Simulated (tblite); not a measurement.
# Geometry relaxation, with input and output: CH$_{10}$N$_{2}$OSi$_{3}$ (part 1 of 4)

The run: geometry relaxation of CH$_{10}$N$_{2}$OSi$_{3}$, SMILES N[Si@@H](C=O)N([SiH3])[SiH3]. Method and program: GFN2-xTB geometry optimisation, gas phase (tblite 0.8.0).

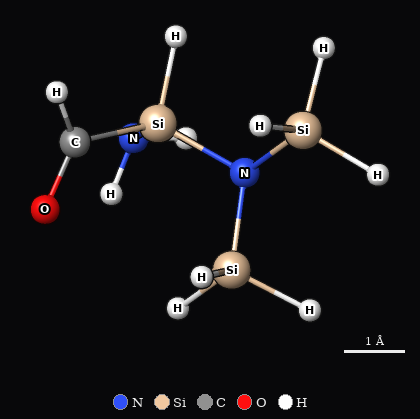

Fig. 1: The input geometry (ball-and-stick view, seen at an oblique angle). Bond lengths as drawn: C–H 1.09 Å, C–O 1.24 Å, C–Si 1.88 Å, H–N 1.02 Å, H–Si 1.47 to 1.49 Å and N–Si 1.68 to 1.71 Å.

**Results in brief**

| quantity | value |
| --- | --- |
| outcome | converged |
| total energy | −609.1786 eV |
| hardware | 1 CPU thread, shared host |
| wall time | 2.8 s |
| peak memory | 0.18 GiB |

**Input**
```
{"job": {"kind": "relax", "xc": "GFN2-xTB", "basis": "xTB"}, "charge": 0, "multiplicity": 1}
N      1.326800    -1.969200    -0.386300
Si     0.937900    -0.494100     0.378500
C      2.057900     0.949700    -0.062000
O      2.120700     1.329200    -1.239100
N     -0.721700    -0.439500     0.128000
Si    -1.454700     0.412200     1.392000
Si    -1.121300     0.362700    -1.324800
H      0.532400    -2.580300    -0.225900
H      1.348200    -1.806200    -1.388400
H      1.171500    -0.839300     1.813800
H      2.601100     1.421200     0.758700
H     -0.831800     1.749000     1.550000
H     -1.266400    -0.342100     2.663200
H     -2.904000     0.540200     1.167200
H     -0.450300    -0.310900    -2.449700
H     -2.583000     0.228000    -1.533800
H     -0.770400     1.801300    -1.251300
```

The first line tells a small driver script what to run in tblite; the rest is the geometry in Å.

Command:
```bash
OMP_NUM_THREADS=1 python <driver script> task.json out
```

**Log**
```
step      E/eV     max force
  0    -608.03655    3.076
  1    -608.30707    2.909
  2    -608.44302    1.292
  3    -608.51329    1.077
  4    -608.66098    0.568
  5    -608.69033    0.541
  6    -608.74646    0.492
  7    -608.79509    0.491
  8    -608.84377    0.489
  9    -608.87946    0.485
 10    -608.91410    0.546
 11    -608.94692    0.422
 12    -608.97572    0.357
 13    -608.99310    0.259
 14    -609.00258    0.205
 15    -609.01051    0.204
 16    -609.01774    0.235
 17    -609.02360    0.210
 18    -609.02821    0.150
 19    -609.03181    0.136
 20    -609.03441    0.132
 21    -609.03627    0.143
 22    -609.03786    0.130
 23    -609.03941    0.095
 24    -609.04071    0.084
 25    -609.04169    0.082
 26    -609.04261    0.091
 27    -609.04375    0.106
 28    -609.04511    0.102
 29    -609.04636    0.084
 30    -609.04740    0.092
 31    -609.04833    0.074
 32    -609.04919    0.082
 33    -609.05002    0.072
 34    -609.05078    0.079
 35    -609.05158    0.096
 36    -609.05264    0.104
 37    -609.05401    0.088
 38    -609.05520    0.074
 39    -609.05588    0.062
 40    -609.05628    0.048
 41    -609.05672    0.052
 42    -609.05737    0.052
 43    -609.05809    0.064
 44    -609.05860    0.069
 45    -609.05891    0.057
 46    -609.05917    0.040
 47    -609.05951    0.050
 48    -609.05985    0.042
 49    -609.06008    0.045
 50    -609.06025    0.044
 51    -609.06043    0.037
 52    -609.06069    0.043
 53    -609.06098    0.039
 54    -609.06125    0.040
 55    -609.06152    0.044
 56    -609.06189    0.053
 57    -609.06253    0.070
 58    -609.06344    0.069
 59    -609.06423    0.060
 60    -609.06473    0.055
 61    -609.06507    0.051
 62    -609.06539    0.063
 63    -609.06585    0.058
 64    -609.06698    0.072
 65    -609.06760    0.065
 66    -609.06825    0.095
 67    -609.06877    0.061
 68    -609.06926    0.094
 69    -609.06995    0.080
 70    -609.07095    0.097
 71    -609.07226    0.104
 72    -609.07320    0.064
 73    -609.07329    0.205
 74    -609.07380    0.073
 75    -609.07406    0.037
 76    -609.07451    0.042
 77    -609.07583    0.094
 78    -609.07642    0.056
 79    -609.07675    0.047
 80    -609.07696    0.057
 81    -609.07758    0.089
 82    -609.07865    0.094
 83    -609.08025    0.093
 84    -609.08175    0.118
 85    -609.08283    0.069
 86    -609.08357    0.089
 87    -609.08461    0.106
 88    -609.08683    0.129
 89    -609.09023    0.223
 90    -609.09413    0.277
 91    -609.09760    0.281
 92    -609.10004    0.237
 93    -609.10163    0.136
 94    -609.09682    0.611
 95    -609.10454    0.078
 96    -609.10584    0.078
 97    -609.10845    0.185
 98    -609.10935    0.148
 99    -609.11033    0.118
100    -609.11159    0.088
101    -609.11507    0.189
102    -609.11684    0.159
103    -609.11823    0.072
104    -609.11904    0.076
105    -609.11962    0.060
106    -609.11998    0.057
107    -609.12035    0.053
108    -609.12084    0.052
109    -609.12149    0.066
110    -609.12211    0.050
111    -609.12253    0.049
112    -609.12273    0.033
113    -609.12286    0.035
114    -609.12303    0.032
115    -609.12333    0.055
116    -609.12373    0.069
117    -609.12415    0.058
118    -609.12443    0.030
119    -609.12461    0.033
120    -609.12479    0.038
121    -609.12510    0.047
122    -609.12563    0.061
123    -609.12648    0.073
124    -609.12757    0.084
125    -609.12877    0.097
126    -609.12994    0.085
127    -609.13082    0.053
128    -609.13125    0.036
129    -609.13144    0.031
130    -609.13158    0.034
131    -609.13179    0.043
132    -609.13214    0.046
133    -609.13307    0.039
134    -609.13340    0.032
135    -609.13363    0.038
136    -609.13388    0.047
137    -609.13427    0.054
138    -609.13471    0.047
139    -609.13504    0.039
140    -609.13533    0.044
141    -609.13571    0.043
142    -609.13627    0.072
143    -609.13693    0.071
144    -609.13771    0.069
145    -609.13851    0.072
146    -609.13983    0.088
147    -609.14094    0.086
148    -609.14207    0.114
149    -609.14384    0.144
150    -609.14536    0.109
151    -609.14617    0.132
152    -609.14827    0.120
153    -609.14967    0.083
154    -609.15252    0.165
155    -609.15427    0.117
156    -609.15573    0.074
157    -609.15649    0.080
158    -609.15709    0.091
159    -609.15779    0.107
160    -609.15870    0.074
161    -609.16030    0.093
162    -609.16186    0.109
163    -609.16354    0.086
164    -609.16509    0.131
165    -609.16681    0.119
166    -609.16850    0.117
167    -609.17025    0.123
168    -609.17194    0.145
169    -609.17282    0.076
170    -609.17337    0.115
171    -609.17370    0.059
172    -609.17394    0.048
173    -609.17418    0.035
174    -609.17445    0.048
175    -609.17478    0.056
176    -609.17518    0.046
177    -609.17558    0.047
178    -609.17591    0.073
179    -609.17616    0.075
180    -609.17638    0.054
181    -609.17659    0.033
182    -609.17681    0.044
183    -609.17703    0.052
184    -609.17724    0.041
185    -609.17747    0.043
186    -609.17766    0.038
187    -609.17783    0.027
188    -609.17796    0.027
189    -609.17808    0.027
190    -609.17817    0.016
191    -609.17823    0.016
192    -609.17830    0.022
193    -609.17837    0.019
194    -609.17844    0.018
195    -609.17849    0.019
196    -609.17854    0.019
197    -609.17859    0.020
198    -609.17861    0.013
199    -609.17863    0.010
200    -609.17865    0.007
```

**Trajectory as extended XYZ (Å, eV, eV/Å), 47 of the 201 frames kept, from step=0 to step=200**
```
17
Properties=species:S:1:pos:R:3:forces:R:3 step=0 energy=-608.03655
N     1.3268   -1.9692   -0.3863    0.1650  -0.3670  -0.9550
Si    0.9379   -0.4941    0.3785    1.9830  -1.2490   1.9930
C     2.0579    0.9497   -0.0620   -0.3250   0.4430  -2.4830
O     2.1207    1.3292   -1.2391    0.2330  -0.2860   2.2320
N    -0.7217   -0.4395    0.1280   -1.1710   0.3080  -0.2730
Si   -1.4547    0.4122    1.3920   -1.4080   0.8190   2.4260
Si   -1.1213    0.3627   -1.3248   -0.8030   0.6620  -2.0180
H     0.5324   -2.5803   -0.2259    0.2600  -0.3010  -0.0850
H     1.3482   -1.8062   -1.3884    0.3230  -0.4290  -0.0460
H     1.1715   -0.8393    1.8138    0.0000   0.2870  -0.3100
H     2.6011    1.4212    0.7587    0.3690   0.3940  -0.1410
H    -0.8318    1.7490    1.5500   -0.1880  -0.1800   0.0190
H    -1.2664   -0.3421    2.6632    0.0260   0.1750  -0.5010
H    -2.9040    0.5402    1.1672    0.2650  -0.0350  -0.0760
H    -0.4503   -0.3109   -2.4497   -0.0140   0.0820   0.2140
H    -2.5830    0.2280   -1.5338    0.3540  -0.0130   0.1400
H    -0.7704    1.8013   -1.2513   -0.0680  -0.3100  -0.1380
17
Properties=species:S:1:pos:R:3:forces:R:3 step=4 energy=-608.66098
N     1.3497   -2.0156   -0.4398   -0.2430   0.1160   0.0840
Si    0.9585   -0.5890    0.4498    0.2720   0.2590  -0.0820
C     2.0470    0.9334   -0.0854    0.0180  -0.2970   0.2870
O     2.1457    1.3618   -1.2048   -0.1870  -0.0640  -0.2520
N    -0.7414   -0.3089    0.1529    0.2520   0.3010  -0.2160
Si   -1.5239    0.4585    1.4965   -0.0740   0.0840   0.0500
Si   -1.1556    0.3926   -1.4113    0.1210  -0.1580   0.3480
H     0.5651   -2.6304   -0.2485    0.2770  -0.3890  -0.3080
H     1.3866   -1.8514   -1.4365    0.1410  -0.2140  -0.0330
H     1.1928   -0.8301    1.8736    0.0360  -0.0180  -0.0880
H     2.6183    1.4533    0.7161   -0.0540  -0.0540   0.1030
H    -0.8559    1.7512    1.5700   -0.1450   0.3220   0.3230
H    -1.2588   -0.3550    2.6695   -0.0390  -0.0710   0.1270
H    -2.9282    0.5445    1.1602   -0.2380   0.0340   0.0430
H    -0.4354   -0.3174   -2.4583    0.0280  -0.0450  -0.0280
H    -2.5943    0.2245   -1.5324   -0.1350  -0.0410  -0.0570
H    -0.7774    1.7902   -1.2816   -0.0310   0.2350  -0.3000
17
Properties=species:S:1:pos:R:3:forces:R:3 step=9 energy=-608.87946
N     1.3080   -2.0204   -0.4740    0.0840  -0.1710  -0.0360
Si    0.9987   -0.6002    0.4558   -0.2960  -0.3520  -0.1530
C     2.0758    0.8852   -0.0785   -0.0460   0.0800  -0.1350
O     2.0899    1.3259   -1.2023    0.0480  -0.0480   0.0360
N    -0.6592   -0.1170    0.1928   -0.2100  -0.0710   0.0310
Si   -1.5662    0.5131    1.5473    0.1430   0.1130  -0.0350
Si   -1.1516    0.4082   -1.4071    0.0460   0.2300  -0.0340
H     0.6745   -2.7989   -0.3531    0.0320   0.0910   0.2010
H     1.4703   -1.9433   -1.4656    0.1780   0.2160  -0.0030
H     1.2204   -0.8370    1.8819    0.0200  -0.0970  -0.0970
H     2.6092    1.4467    0.7208    0.0590  -0.0350  -0.0290
H    -0.9514    1.8487    1.7144   -0.3440  -0.0590   0.2790
H    -1.2788   -0.3714    2.6976   -0.1470   0.1980  -0.2250
H    -2.9986    0.5574    1.1827    0.3550  -0.0230   0.1340
H    -0.4286   -0.3306   -2.4534   -0.1050   0.0260   0.2040
H    -2.6121    0.2073   -1.5445    0.3150  -0.0270   0.0920
H    -0.8076    1.8383   -1.4246   -0.1320  -0.0740  -0.2300
17
Properties=species:S:1:pos:R:3:forces:R:3 step=13 energy=-608.99310
N     1.2994   -2.0515   -0.5040    0.1780   0.0610   0.0590
Si    0.9769   -0.6444    0.4287   -0.0140   0.0680   0.0560
C     2.0729    0.8538   -0.0855   -0.1800  -0.1280   0.0470
O     2.0630    1.2920   -1.2090    0.1340   0.0890  -0.0360
N    -0.6473   -0.0372    0.2102    0.0090  -0.0400  -0.1150
Si   -1.5567    0.5686    1.5632    0.0210  -0.0120   0.0040
Si   -1.1334    0.4584   -1.3992    0.0270  -0.0190  -0.0110
H     0.7492   -2.8867   -0.3770   -0.0150   0.1220   0.0360
H     1.5616   -1.9523   -1.4710    0.0170   0.0240   0.0000
H     1.2362   -0.8701    1.8471   -0.0500  -0.1560  -0.0070
H     2.6107    1.4224    0.7174   -0.0380  -0.1470  -0.2100
H    -1.0872    1.9142    1.8765   -0.0200   0.1590   0.0970
H    -1.3234   -0.3420    2.6723    0.0720  -0.1050   0.1450
H    -2.9703    0.5613    1.2249   -0.1310   0.0250  -0.0970
H    -0.4448   -0.3372   -2.4038    0.1310  -0.1060  -0.0170
H    -2.5599    0.1891   -1.5296   -0.1550  -0.0140   0.0900
H    -0.8537    1.8737   -1.5712    0.0140   0.1790  -0.0420
17
Properties=species:S:1:pos:R:3:forces:R:3 step=17 energy=-609.02360
N     1.3354   -2.0485   -0.4953    0.0540   0.0300   0.0320
Si    0.9645   -0.6475    0.4293   -0.0200   0.0510  -0.0250
C     2.0482    0.8404   -0.0971    0.1350   0.0670  -0.1460
O     2.0797    1.2946   -1.2150   -0.0930  -0.0930  -0.1040
N    -0.6561   -0.0366    0.2009   -0.0530   0.0950   0.0690
Si   -1.5530    0.5752    1.5685   -0.0680   0.0140   0.0510
Si   -1.1315    0.4708   -1.4109   -0.0470   0.0170  -0.0340
H     0.7568   -2.8655   -0.3682    0.0410   0.0670  -0.0330
H     1.5779   -1.9423   -1.4685   -0.0030  -0.0030   0.0500
H     1.2268   -0.9085    1.8398   -0.0530  -0.0960   0.0050
H     2.6071    1.3892    0.6893    0.0350  -0.0550   0.1510
H    -1.1166    1.9400    1.9166   -0.0390  -0.1170  -0.0170
H    -1.3184   -0.3475    2.6835    0.0390   0.0430  -0.0470
H    -2.9732    0.5660    1.2154    0.0430   0.0170  -0.0340
H    -0.4262   -0.3541   -2.3921    0.0200   0.0230   0.0520
H    -2.5674    0.1862   -1.5072    0.0270   0.0380   0.0300
H    -0.8610    1.9001   -1.5990   -0.0200  -0.0990  -0.0030
17
Properties=species:S:1:pos:R:3:forces:R:3 step=22 energy=-609.03786
N     1.3613   -2.0392   -0.4863   -0.0490   0.0340  -0.0230
Si    0.9530   -0.6383    0.4260    0.0500  -0.0130   0.0270
C     2.0563    0.8302   -0.1181   -0.0310  -0.0220   0.0380
O     2.0725    1.2789   -1.2385    0.0310  -0.0260   0.0580
N    -0.6605   -0.0016    0.2079    0.0590  -0.0200   0.0310
Si   -1.5657    0.5833    1.5805   -0.0180  -0.0360  -0.0240
Si   -1.1355    0.4771   -1.4122   -0.0210  -0.0040   0.0120
H     0.7771   -2.8537   -0.3729    0.0190   0.0090   0.0170
H     1.5987   -1.9373   -1.4612    0.0270   0.0490   0.0300
H     1.2083   -0.9513    1.8310   -0.0660   0.0010  -0.0560
H     2.6152    1.3608    0.6872    0.0570   0.0080  -0.1170
H    -1.1498    1.9399    1.9499    0.0160   0.0270   0.0050
H    -1.3091   -0.3430    2.6825    0.0090  -0.0110   0.0030
H    -2.9748    0.5732    1.2040   -0.0520  -0.0050  -0.0180
H    -0.4129   -0.3580   -2.3706   -0.0110   0.0070   0.0280
H    -2.5692    0.1919   -1.4899   -0.0220   0.0120  -0.0090
H    -0.8722    1.8990   -1.6290    0.0000  -0.0130  -0.0020
17
Properties=species:S:1:pos:R:3:forces:R:3 step=26 energy=-609.04261
N     1.3624   -2.0286   -0.4871    0.0000  -0.0060  -0.0130
Si    0.9533   -0.6352    0.4283   -0.0210   0.0210   0.0110
C     2.0599    0.8223   -0.1200    0.0480   0.0330  -0.0150
O     2.0737    1.2656   -1.2421   -0.0120  -0.0290  -0.0520
N    -0.6532    0.0143    0.2154   -0.0580  -0.0350  -0.0230
Si   -1.5764    0.5820    1.5819    0.0070   0.0270   0.0110
Si   -1.1407    0.4764   -1.4048    0.0030   0.0120  -0.0020
H     0.7891   -2.8490   -0.3715    0.0050  -0.0200  -0.0170
H     1.6152   -1.9230   -1.4562    0.0180   0.0200  -0.0270
H     1.1852   -0.9703    1.8240   -0.0170  -0.0030   0.0890
H     2.6369    1.3540    0.6655    0.0810   0.0160   0.0280
H    -1.1605    1.9387    1.9610   -0.0130   0.0010  -0.0060
H    -1.3032   -0.3432    2.6815   -0.0300  -0.0140  -0.0020
H    -2.9858    0.5747    1.1948    0.0120  -0.0210   0.0110
H    -0.4104   -0.3576   -2.3551   -0.0130  -0.0310  -0.0030
H    -2.5757    0.1980   -1.4854   -0.0120  -0.0080   0.0030
H    -0.8768    1.8931   -1.6402    0.0020   0.0380   0.0070
17
Properties=species:S:1:pos:R:3:forces:R:3 step=30 energy=-609.04740
N     1.3607   -2.0134   -0.4910    0.0280   0.0310   0.0390
Si    0.9517   -0.6270    0.4376   -0.0430   0.0150   0.0260
C     2.0755    0.8233   -0.1232    0.0080  -0.0680   0.0120
O     2.0746    1.2417   -1.2554    0.0130   0.0020   0.0390
N    -0.6616    0.0097    0.2181    0.0010   0.0260  -0.0080
Si   -1.5845    0.5830    1.5832    0.0040  -0.0260  -0.0080
Si   -1.1473    0.4796   -1.4007    0.0070  -0.0120  -0.0060
H     0.8019   -2.8449   -0.3745    0.0370   0.0460  -0.0700
H     1.6343   -1.8988   -1.4540   -0.0290  -0.0250   0.0170
H     1.1524   -0.9864    1.8369    0.0120   0.0460  -0.0080
H     2.6867    1.3517    0.6433    0.0060  -0.0250  -0.0580
H    -1.1716    1.9390    1.9668   -0.0140   0.0040  -0.0100
H    -1.3080   -0.3474    2.6785   -0.0430   0.0050   0.0020
H    -2.9927    0.5684    1.1890    0.0250  -0.0090   0.0290
H    -0.4146   -0.3661   -2.3393   -0.0280  -0.0100  -0.0160
H    -2.5845    0.2028   -1.4807    0.0210   0.0070   0.0000
H    -0.8799    1.8968   -1.6446   -0.0040  -0.0070   0.0220
17
Properties=species:S:1:pos:R:3:forces:R:3 step=35 energy=-609.05158
N     1.3705   -1.9935   -0.4855    0.0320  -0.0390  -0.0130
Si    0.9439   -0.6175    0.4495    0.0110  -0.0130  -0.0280
C     2.0904    0.8084   -0.1241   -0.0040   0.0190  -0.0180
O     2.0762    1.2186   -1.2592   -0.0150  -0.0140  -0.0420
N    -0.6667    0.0152    0.2191    0.0030   0.0250  -0.0070
Si   -1.5906    0.5812    1.5848   -0.0180   0.0100   0.0070
Si   -1.1505    0.4809   -1.4013    0.0130  -0.0210   0.0230
H     0.8206   -2.8319   -0.3950   -0.0410  -0.0220   0.0460
H     1.6440   -1.8802   -1.4476    0.0360   0.0830  -0.0320
H     1.1307   -0.9825    1.8467    0.0280   0.0370   0.0280
H     2.7314    1.3362    0.6145    0.0220  -0.0590   0.0490
H    -1.1865    1.9399    1.9690   -0.0050  -0.0060  -0.0050
H    -1.3263   -0.3515    2.6795   -0.0150  -0.0050   0.0180
H    -2.9964    0.5601    1.1929   -0.0310  -0.0030   0.0030
H    -0.4269   -0.3776   -2.3341   -0.0120  -0.0020  -0.0290
H    -2.5871    0.2087   -1.4773   -0.0160   0.0020  -0.0040
H    -0.8836    1.8976   -1.6418    0.0110   0.0050   0.0040
```
